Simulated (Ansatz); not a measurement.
The calculation's input:

```
crystal:
  periodic: [false, false, false]
  atoms:
    - {symbol: C, position_ang: [1.517749, -1.165984, 0.919704]}
    - {symbol: C, position_ang: [1.013221, 1.897206, -0.655485]}
    - {symbol: F, position_ang: [2.550340, -0.631254, -2.217052]}
    - {symbol: F, position_ang: [4.071238, 0.889715, 0.251686]}
    - {symbol: Hf, position_ang: [2.445498, 0.229179, -0.511160]}
    - {symbol: H, position_ang: [2.132514, -2.066313, 1.099511]}
    - {symbol: H, position_ang: [1.357096, -0.678636, 1.898797]}
    - {symbol: H, position_ang: [0.532683, -1.509892, 0.554659]}
    - {symbol: H, position_ang: [0.028684, 1.543062, -1.012224]}
    - {symbol: H, position_ang: [1.347205, 2.689267, -1.349805]}
    - {symbol: H, position_ang: [0.857868, 2.371109, 0.331082]}
basis:
  gaussian:
    orbitals: def2-TZVPD
hamiltonian:
  xc: {name: PBE0}
output:
  forces: true
  orbitals: {seedname: orbitals}
```

Command:

```sh
ansatz run input.yaml --threads 2 --pin off --max-ram 5220MiB --events-out events.jsonl --progress --plain --runs-dir runs
```

Geometry: PBE0-D4/def2-SVP; core potentials replace the inner electrons of Hf.

The calculation used isolated molecule in a Gaussian basis; Kohn-Sham density functional theory, functional PBE0 (Ansatz).

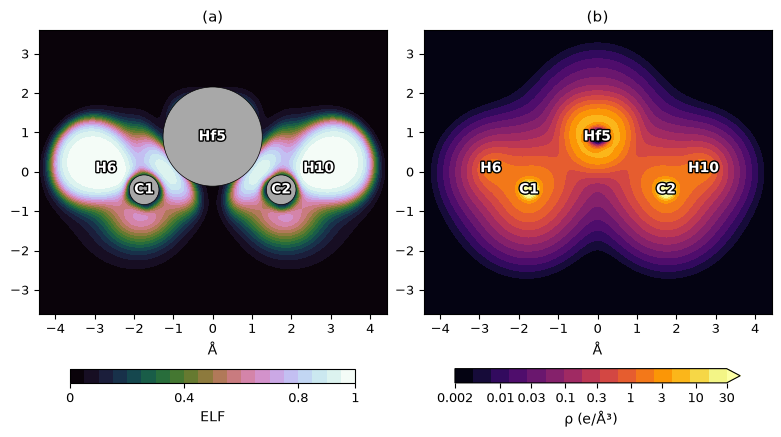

C$_{2}$H$_{6}$F$_{2}$Hf (SMILES [CH3][Hf]([CH3])([F])[F]). (a) electron localisation function; (b) electron density on the plane of atoms Hf5, C1 and H6. Grey discs cover the atomic cores in the ELF map.

What do the fields say about this system?

Answer. Atoms in the plane: C, Hf and H.
C–Hf (2.20 Å): the density is about 0.71 e/Å³ at the midpoint; the ELF peaks at about 0.95 in the valence shell of C, 0.7 Å from its nucleus, and is about 0.50 at the midpoint.
C–H (1.10 Å): ρ is about 1.9 e/Å³ halfway; the ELF climbs to about 1 towards the hydrogen, as it does in any bond to H; a covalent bond by its length.
